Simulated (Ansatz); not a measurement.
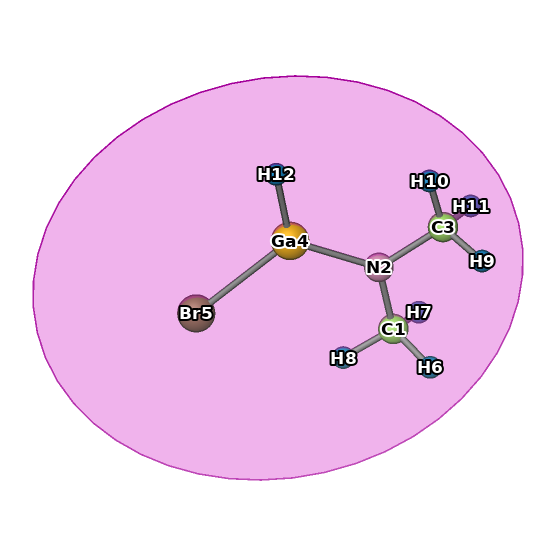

A disc through the centre of mass is drawn in. Distant atoms are faded towards the background colour. The computed structure is the end point of a PBE0-D4/def2-TZVP optimisation. No frequency run is at hand to confirm it as a minimum.

Question: Is the plane of the disc a mirror plane of the structure?

Answer: Yes. The reflection leaves C1, N2, C3, Ga4, Br5, H8, H10, H12 in place and moves H6 ↔ H7; H9 ↔ H11. The point group is Cs.
